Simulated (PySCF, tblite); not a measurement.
# C₅H₈F₂SSi: geometry, infrared bands and NMR shifts

Aim: predict the infrared bands and NMR shifts of C₅H₈F₂SSi (`CS[SiH2]C1=C[C@@H](F)[C@@H]1F`).

Programs: tblite 0.8.0 and PySCF 2.14.0, with density-fitted response routines of our own. Each step states its level of theory. These are calculated values for one molecule in the gas phase, unless marked as measured. Atoms are numbered from 0 throughout.

**1. The starting structure**

17 atoms, charge 0, multiplicity 1; geometry from: force field or distance geometry start.

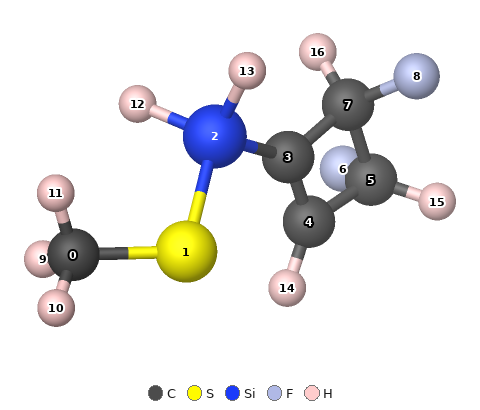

As it starts; carbon dark grey, sulfur yellow, silicon blue, fluorine light blue, hydrogen pink, atoms numbered; sticks join atoms by distance.

**2. Optimising the geometry with GFN2-xTB**

The job: settings as JSON, then the geometry in Å.

```
{"job": {"kind": "relax", "xc": "GFN2-xTB", "basis": "xTB"}, "charge": 0, "multiplicity": 1}
C      3.678900     0.103000    -0.173400
S      2.239600     0.934500     0.564900
Si     0.771100    -0.570600     1.018800
C     -0.918100    -0.014000     0.460900
C     -1.388100     0.839900    -0.399300
C     -2.828200     0.606000    -0.161500
F     -3.443600    -0.062400    -1.192800
C     -2.295300    -0.374900     0.846000
F     -2.667300    -0.015900     2.127700
H      3.356800    -0.315600    -1.139000
H      4.536600     0.810400    -0.282200
H      3.936600    -0.748300     0.494000
H      1.081600    -1.771700     0.249800
H      0.765800    -0.959000     2.430500
H     -0.876700     1.532100    -1.102000
H     -3.392300     1.465000     0.264400
H     -2.564500    -1.446300     0.632700
```

Run with:

```sh
$ OMP_NUM_THREADS=1 python probes_run.py task.json out
```

The driver reads the jobs from task.json and runs them one after another.

Log:

```text
step      E/eV     max force
  0    -793.78137    4.561
  1    -793.95731    2.819
  2    -794.07223    0.645
  3    -794.12607    0.659
  4    -794.18136    0.709
  5    -794.19838    0.281
  6    -794.20506    0.160
  7    -794.20954    0.210
  8    -794.21363    0.224
  9    -794.21706    0.187
 10    -794.22015    0.171
 11    -794.22287    0.164
 12    -794.22493    0.130
 13    -794.22628    0.092
 14    -794.22739    0.081
 15    -794.22879    0.128
 16    -794.23078    0.151
 17    -794.23325    0.147
 18    -794.23587    0.187
 19    -794.23854    0.163
 20    -794.24137    0.176
 21    -794.24410    0.142
 22    -794.24607    0.104
 23    -794.24727    0.082
 24    -794.24816    0.089
 25    -794.24910    0.096
 26    -794.25010    0.091
 27    -794.25093    0.102
 28    -794.25144    0.070
 29    -794.25177    0.048
 30    -794.25211    0.054
 31    -794.25262    0.071
 32    -794.25341    0.092
 33    -794.25444    0.091
 34    -794.25558    0.088
 35    -794.25678    0.101
 36    -794.25806    0.094
 37    -794.25936    0.101
 38    -794.26053    0.094
 39    -794.26132    0.084
 40    -794.26181    0.069
 41    -794.26233    0.060
 42    -794.26307    0.076
 43    -794.26398    0.078
 44    -794.26489    0.068
 45    -794.26562    0.077
 46    -794.26617    0.065
 47    -794.26671    0.057
 48    -794.26731    0.066
 49    -794.26803    0.072
 50    -794.26903    0.094
 51    -794.26994    0.082
 52    -794.27077    0.069
 53    -794.27167    0.076
 54    -794.27292    0.097
 55    -794.27444    0.137
 56    -794.27578    0.143
 57    -794.27691    0.107
 58    -794.27789    0.080
 59    -794.27908    0.085
 60    -794.28075    0.109
 61    -794.28304    0.117
 62    -794.28445    0.106
 63    -794.28569    0.133
 64    -794.28734    0.118
 65    -794.28952    0.109
 66    -794.29258    0.163
 67    -794.29689    0.190
 68    -794.29952    0.166
 69    -794.29862    0.321
 70    -794.30399    0.091
 71    -794.30515    0.080
 72    -794.30750    0.113
 73    -794.30859    0.093
 74    -794.31106    0.100
 75    -794.31245    0.076
 76    -794.31354    0.062
 77    -794.31415    0.061
 78    -794.31473    0.054
 79    -794.31512    0.065
 80    -794.31556    0.052
 81    -794.31593    0.039
 82    -794.31623    0.049
 83    -794.31652    0.049
 84    -794.31678    0.035
 85    -794.31699    0.030
 86    -794.31712    0.026
 87    -794.31720    0.022
 88    -794.31727    0.021
 89    -794.31739    0.028
 90    -794.31758    0.038
 91    -794.31781    0.037
 92    -794.31800    0.023
 93    -794.31810    0.028
 94    -794.31817    0.019
 95    -794.31825    0.017
 96    -794.31835    0.017
 97    -794.31843    0.019
 98    -794.31851    0.023
 99    -794.31858    0.027
100    -794.31865    0.025
101    -794.31872    0.020
102    -794.31879    0.021
103    -794.31886    0.021
104    -794.31892    0.024
105    -794.31896    0.013
106    -794.31898    0.014
107    -794.31900    0.015
108    -794.31903    0.018
109    -794.31907    0.023
110    -794.31912    0.019
111    -794.31918    0.020
112    -794.31924    0.018
113    -794.31929    0.020
114    -794.31933    0.018
115    -794.31938    0.015
116    -794.31943    0.016
117    -794.31948    0.014
118    -794.31953    0.017
119    -794.31956    0.012
120    -794.31957    0.011
121    -794.31958    0.009
```

It took 0.94 s on 1 thread of Arm Neoverse V2, shared host; peak memory 0.18 GiB.

The steps of the relaxation: (not every step is listed)

```
step  energy from step 0 (eV)  largest force (eV/Å)
   0                   0.0000                4.5605
   1                  -0.1759                2.8195
   2                  -0.2909                0.6449
   3                  -0.3447                0.6589
   4                  -0.4000                0.7088
   5                  -0.4170                0.2808
   6                  -0.4237                0.1603
   7                  -0.4282                0.2102
   8                  -0.4323                0.2238
  18                  -0.4545                0.1873
  28                  -0.4701                0.0701
  38                  -0.4792                0.0941
  48                  -0.4859                0.0658
  58                  -0.4965                0.0803
  68                  -0.5181                0.1662
  78                  -0.5334                0.0540
  88                  -0.5359                0.0213
  98                  -0.5371                0.0225
 108                  -0.5377                0.0183
 116                  -0.5381                0.0164
 117                  -0.5381                0.0142
 118                  -0.5382                0.0170
 119                  -0.5382                0.0122
 120                  -0.5382                0.0110
 121                  -0.5382                0.0094
```

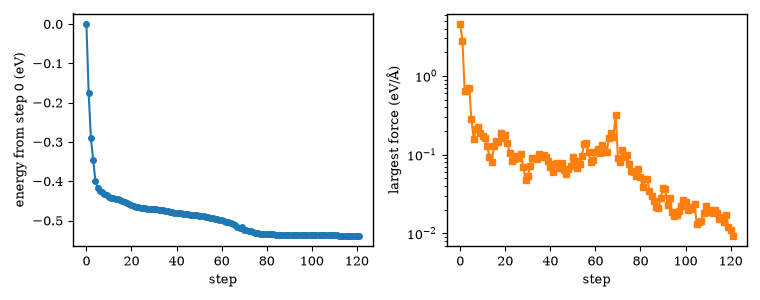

Energy and largest force along the relaxation.

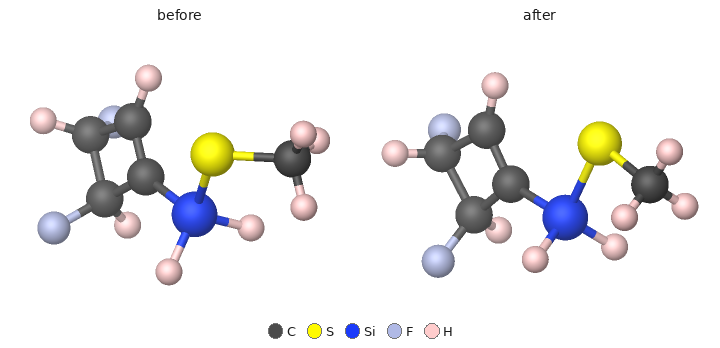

Before and after, at one scale.

Close pairs (by a distance rule), those that changed most:

```
  bond  before (Å)  after (Å)  change (Å)
 C5–C7       1.504      1.548      +0.045
 C3–C4       1.300      1.339      +0.039
C4–H14       1.111      1.073      -0.038
 C3–C7       1.475      1.511      +0.036
C7–H16       1.125      1.092      -0.033
C0–H10       1.117      1.084      -0.033
C0–H11       1.112      1.085      -0.027
 C4–C5       1.478      1.503      +0.025
```

The end geometry stands in the next job.

**3. Infrared spectrum with GFN2-xTB**

The job: settings as JSON, then the geometry in Å.

```
{"job": {"kind": "ir", "xc": "GFN2-xTB", "basis": "xTB"}, "charge": 0, "multiplicity": 1}
C      3.709536     0.009188     0.068015
S      2.113099     0.706926    -0.459853
Si     0.805064    -0.579572     0.639726
C     -0.918981     0.006714     0.241282
C     -1.493204     1.013515    -0.429363
C     -2.884418     0.693387     0.041417
F     -3.828179     0.429990    -0.916801
C     -2.244295    -0.548845     0.707864
F     -2.415125    -0.652141     2.063389
H      3.786263    -1.019831    -0.267421
H      4.484355     0.609812    -0.395613
H      3.793492     0.065035     1.148167
H      0.994061    -1.960575     0.193948
H      1.086782    -0.444586     2.067170
H     -1.123006     1.783281    -1.078144
H     -3.325524     1.400822     0.749152
H     -2.546917    -1.501089     0.266618
```

Log:

```text
mode    cm-1     km/mol
  1      27.7      5.48
  2      40.9      2.33
  3      58.6      1.75
  4      96.5      1.27
  5     122.2      0.10
  6     150.1      3.22
  7     178.8      1.36
  8     221.9      6.65
  9     299.9     13.05
 10     331.5      5.21
 11     435.0      9.01
 12     467.5     48.11
 13     511.3     58.29
 14     537.3     49.90
 15     556.4      4.00
 16     622.2     42.81
 17     697.2    381.74
 18     726.4     24.56
 19     776.5    212.14
 20     780.7     17.32
 21     862.1     50.77
 22     946.5      0.02
 23     957.6      4.93
 24     980.9      9.15
 25    1016.8      5.82
 26    1020.6     19.62
 27    1075.6     98.45
 28    1104.1     26.75
 29    1147.3      3.65
 30    1179.2     43.94
 31    1209.6     29.60
 32    1262.0     28.13
 33    1295.1     70.21
 34    1322.4      1.72
 35    1451.7      4.23
 36    1459.0      9.18
 37    1651.2     24.89
 38    2254.1    286.70
 39    2284.0    135.21
 40    2947.0      9.65
 41    2965.2     27.29
 42    3036.3      6.51
 43    3041.6      9.63
 44    3064.4      0.86
 45    3153.8      9.68
```

Run time: 0.68 s. Hardware: 1 thread of Arm Neoverse V2, shared host; peak memory 0.18 GiB.

The strongest bands and the atoms that carry them (share of the mass-weighted mode):

```
cm⁻¹  km/mol                                  atoms
 511    58.3  Si2 21 %, H13 20 %, H12 14 %, C3 13 %
 697   381.7           H12 40 %, H13 38 %, Si2 11 %
 776   212.1                     H12 42 %, H13 40 %
 862    50.8             H14 37 %, C4 20 %, C7 18 %
1076    98.5              C7 37 %, F8 17 %, C5 10 %
1295    70.2   H16 31 %, H15 25 %, C5 20 %, C7 18 %
2254   286.7                     H12 80 %, H13 16 %
2284   135.2                     H13 81 %, H12 17 %
```

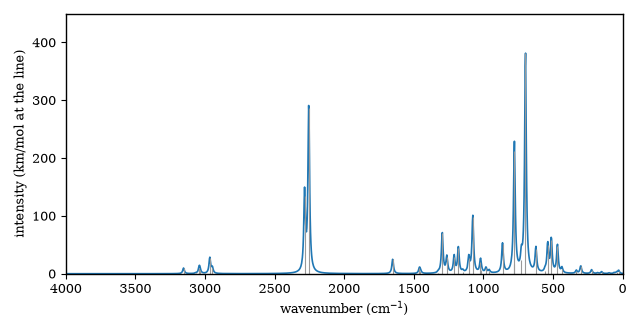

The infrared spectrum from these modes, unscaled. Lines are broadened to a width of 14 cm⁻¹ (Lorentzian).

**4. Shielding tensors: PBE0/pcSseg-1**

Same as in step 3 but for these lines:

```diff
@@ -1,2 +1,2 @@
-{"job": {"kind": "ir", "xc": "GFN2-xTB", "basis": "xTB"}, "charge": 0, "multiplicity": 1}
+{"job": {"kind": "nmr", "xc": "PBE0", "basis": "pcSseg-1"}, "charge": 0, "multiplicity": 1}
 C      3.709536     0.009188     0.068015
```

Level: GIAO PBE0/pcSseg-1 NMR shielding, non-relativistic, gas phase.

Log:

```text
coarse grid: 15816 points
cycle   1  E = -1081.7817450771  dE =  1.157e+00  |g| = 6.571e-01  |ddm| = 3.813e+00
cycle   2  E = -1081.7287587795  dE =  5.299e-02  |g| = 9.123e-01  |ddm| = 1.195e+00
cycle   3  E = -1081.8579289561  dE = -1.292e-01  |g| = 8.065e-02  |ddm| = 6.960e-01
cycle   4  E = -1081.8589991880  dE = -1.070e-03  |g| = 3.634e-02  |ddm| = 1.006e-01
cycle   5  E = -1081.8593120434  dE = -3.129e-04  |g| = 5.821e-03  |ddm| = 4.194e-02
cycle   6  E = -1081.8593189338  dE = -6.890e-06  |g| = 2.640e-03  |ddm| = 7.007e-03
final grid: 145896 points
cycle   7  E = -1081.9275654465  dE = -3.666e-05  |g| = 9.768e-03  |ddm| = 3.453e-02
cycle   8  E = -1081.9275405763  dE =  2.487e-05  |g| = 1.465e-02  |ddm| = 2.133e-02
cycle   9  E = -1081.9275869322  dE = -4.636e-05  |g| = 1.590e-03  |ddm| = 1.246e-02
cycle  10  E = -1081.9275874755  dE = -5.433e-07  |g| = 4.106e-04  |ddm| = 1.529e-03
cycle  11  E = -1081.9275875137  dE = -3.827e-08  |g| = 1.614e-04  |ddm| = 4.621e-04
cycle  12  E = -1081.9275875185  dE = -4.782e-09  |g| = 2.855e-05  |ddm| = 1.343e-04
cycle  13  E = -1081.9275875187  dE = -1.696e-10  |g| = 8.366e-06  |ddm| = 3.653e-05
converged SCF energy = -1081.9275875187

GIAO shielding tensors (ppm)
atom      isotropic    diamagn.    paramagn.     s11        s22        s33       span
  0 C      173.479     250.462     -76.982    163.504    165.507    191.427     27.923
  1 S      736.923    1060.980    -324.057    645.666    650.094    915.008    269.342
  2 Si     389.493     881.824    -492.331    350.782    367.085    450.611     99.828
  3 C       31.968     256.138    -224.169    -84.095     21.522    158.477    242.572
  4 C       24.756     251.746    -226.990   -103.711     22.328    155.650    259.361
  5 C       91.863     256.038    -164.175     66.810     79.657    129.122     62.312
  6 F      359.664     467.609    -107.945    312.624    371.888    394.480     81.857
  7 C       90.506     244.593    -154.086     64.046     78.028    129.445     65.399
  8 F      361.905     470.992    -109.087    322.174    371.211    392.329     70.155
  9 H       29.634      29.160       0.474     23.782     27.544     37.575     13.793
 10 H       29.481      28.053       1.428     23.553     26.645     38.246     14.693
 11 H       29.713      28.988       0.725     23.937     27.709     37.493     13.556
 12 H       26.620      30.156      -3.536     22.816     25.271     31.772      8.956
 13 H       26.689      30.011      -3.322     22.898     25.470     31.700      8.802
 14 H       24.414      32.662      -8.248     21.333     23.717     28.192      6.859
 15 H       26.267      29.522      -3.255     22.796     27.030     28.976      6.180
 16 H       26.329      28.427      -2.097     23.688     26.113     29.186      5.498
```

Run time: 47 s. Hardware: 1 thread of Arm Neoverse V2, shared host; peak memory 0.92 GiB.

Shifts follow as δ = σ(reference) − σ, with reference shieldings (ppm) from runs at the same level and on the same kind of geometry: 1H TMS 31.72, 13C TMS 186.9, 29Si TMS 349.2, 19F CFCl3 170.9, 33S CS2 504. The references are single molecules in the gas phase, so shifts against H2O, NH3, PH3, H3PO4 or CFCl3 are not on the usual liquid scales and can be off by tens of ppm. Atoms listed in one row are averaged.

```
       atoms                                environment  σ (ppm)  δ (ppm)  δ scaled to CDCl3
          C4                                  alkene CH     24.8    162.2              156.4
          C3            fully substituted alkene carbon     32.0    155.0              149.3
          C7                 allylic sp3 CH bonded to F     90.5     96.4               92.2
          C5                 allylic sp3 CH bonded to F     91.9     95.1               90.9
          C0                  methyl carbon bonded to S    173.5     13.4                6.8
         H14                   hydrogen on an alkene CH    24.41     7.30               6.99
         H15  hydrogen on an allylic sp3 CH bonded to F    26.27     5.45               5.24
         H16  hydrogen on an allylic sp3 CH bonded to F    26.33     5.39               5.18
         H12       hydrogen on a silicon bonded to C, S    26.62     5.10                  –
         H13       hydrogen on a silicon bonded to C, S    26.69     5.03                  –
H9, H10, H11    hydrogen on a methyl carbon bonded to S    29.61     2.11               2.09
          S1                     sulfur bonded to C, Si      737     -233                  –
         Si2                silicon bonded to C, S, 2 H    389.5    -40.3                  –
          F6                  fluorine on an sp3 carbon    359.7   -188.7                  –
          F8                  fluorine on an sp3 carbon    361.9   -191.0                  –
```

The scaled column applies a straight-line fit of computed shieldings to shifts measured in CDCl3, with any fitted terms for Cl, Br or S neighbours, and one for carbons that bear F (root-mean-square error 0.16 ppm for H, 1.9 ppm for C).

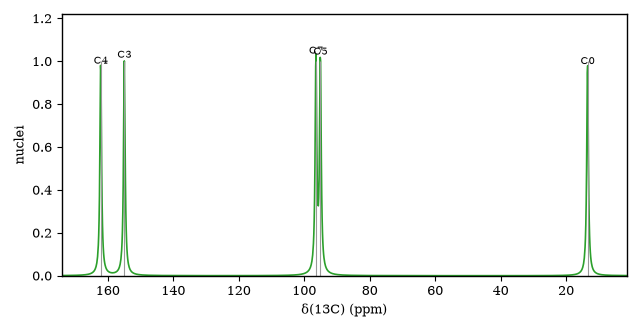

13C lines at the computed shifts, without couplings. Lines are broadened to a width of 0.59 ppm (Lorentzian).

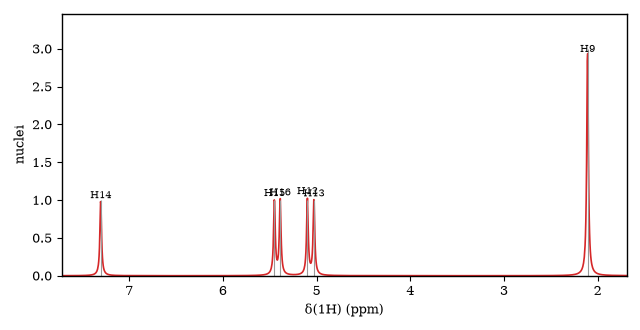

1H lines at the computed shifts, without couplings. Lines are broadened to a width of 0.02 ppm (Lorentzian).

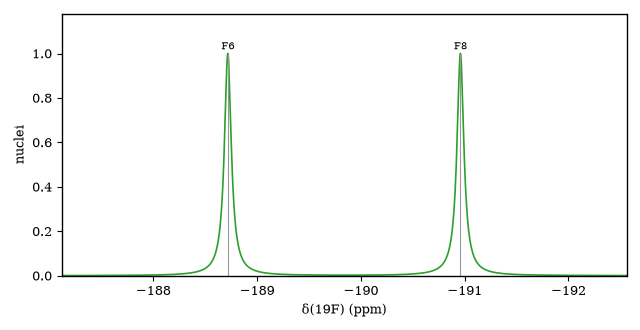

19F lines at the computed shifts, without couplings. Lines are broadened to a width of 0.08 ppm (Lorentzian).

The run also stored atomic charges by several schemes (e):

```
atoms  Mulliken    IAO  Hirshfeld  ESP fit
   C0     -0.40  -0.50      -0.11    -0.37
   S1     -0.31  -0.18      -0.10    -0.27
  Si2      0.68   0.69       0.31     0.29
   C3     -0.39  -0.28      -0.10    -0.18
   C4     -0.09  -0.13      -0.03    -0.15
   C5      0.23   0.16       0.05     0.18
   F6     -0.32  -0.32      -0.12    -0.25
   C7      0.24   0.17       0.05     0.21
   F8     -0.32  -0.32      -0.12    -0.25
```

Mulliken charges:

C0 -0.40; S1 -0.31; Si2 0.68; C3 -0.39; C4 -0.09; C5 0.23; F6 -0.32; C7 0.24; F8 -0.32; H9 0.15; H10 0.16; H11 0.15; H12 -0.07; H13 -0.06; H14 0.09; H15 0.13; H16 0.13

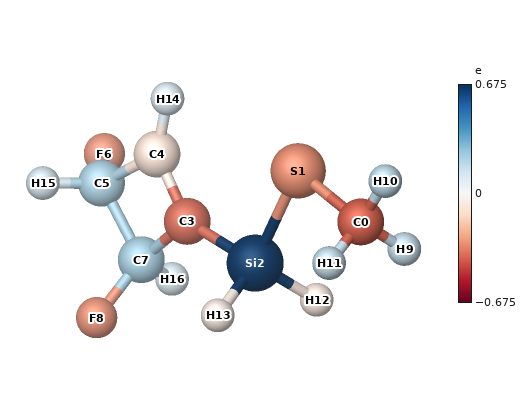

Mulliken charges, as colours on the atoms.

Mayer bond orders: C0–S1 1.00, S1–Si2 0.98, Si2–C3 0.86, C3–C4 1.74, C4–C5 1.01, C5–F6 0.89, C5–C7 1.01, C7–F8 0.89, C7–C3 1.01.

Ring of atoms C3, C4, C5, C7: NICS(0) 1.2, NICS(1) -4.0, NICS(1)zz -0.3 ppm (means of both faces).

Orbitals, density, ELF and potential are computed afterwards from the orbital file.

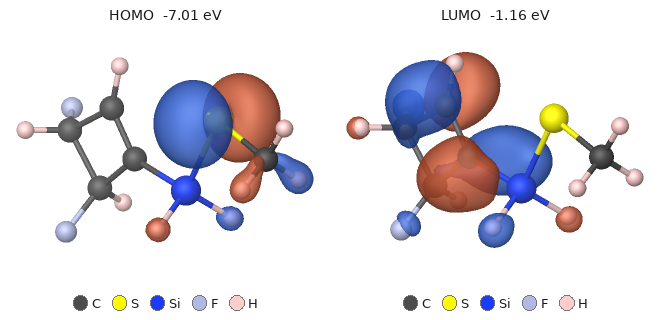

PBE0/pcSseg-1 orbitals near the gap, drawn at the value that encloses 70 % of each; the two colours are the two signs.

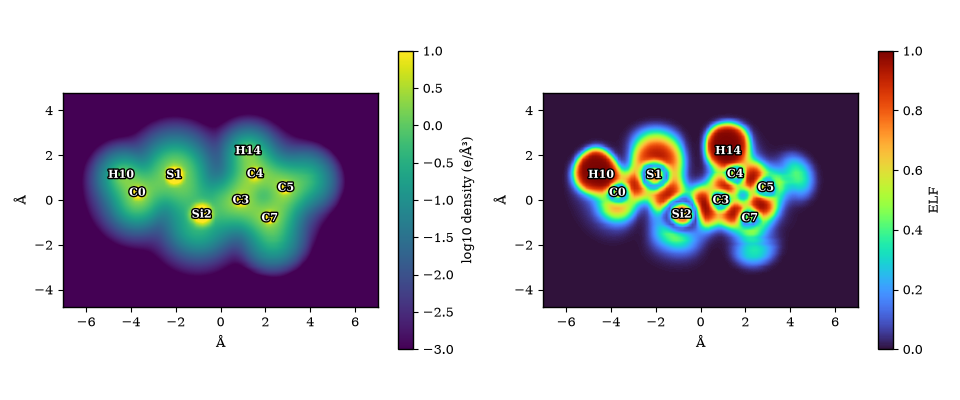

Density (left) and ELF (right) in a plane through or near 9 of the atoms.

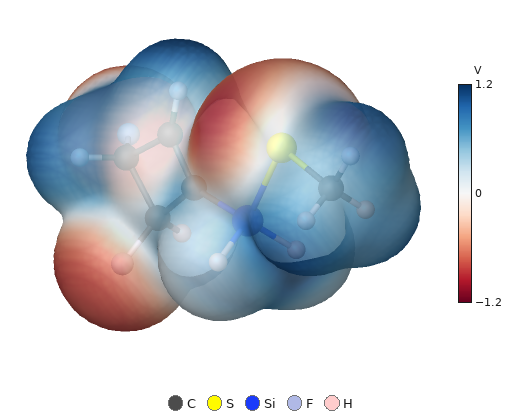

Electrostatic potential on the surface of density 0.002 e/bohr³; red is low, blue high. It runs from -0.90 V near S1 to 1.20 V near H12.

**5. What came out**

```
                                                              quantity                                   value
                             strongest single infrared mode (GFN2-xTB)                    697 cm⁻¹, 382 km/mol
                                          zero-point energy (GFN2-xTB)                           71.9 kcal/mol
                                13C shifts against TMS (PBE0/pcSseg-1)      162.2, 155.0, 96.4, 95.1, 13.4 ppm
1H shifts against TMS (PBE0/pcSseg-1, means over atoms taken as alike)  7.30, 5.45, 5.39, 5.10, 5.03, 2.11 ppm
                                33S shifts against CS2 (PBE0/pcSseg-1)                                -233 ppm
                               29Si shifts against TMS (PBE0/pcSseg-1)                               -40.3 ppm
                              19F shifts against CFCl3 (PBE0/pcSseg-1)                      -188.7, -191.0 ppm
                                 surface potential, least and greatest                      -0.90 V and 1.20 V
```

What this shows: Over 121 steps the energy fell by 0.538 eV; of the close pairs, C5–C7 changed most, 1.504 to 1.548 Å. All 45 modes are real, so the xTB geometry is a minimum. The strongest single mode, at 697 cm⁻¹, moves mainly H12 and H13. GFN2-xTB is a fitted tight-binding method: band positions and strengths are rough. Its intensities can rank the bands wrongly. The most deshielded hydrogen is H14 (hydrogen on an alkene CH), at 7.30 ppm: olefinic region. By nearest atom (PBE0/pcSseg-1), the HOMO sits on S1 80 % and the LUMO on C3, C4 about 32 % each; H14 8 %.
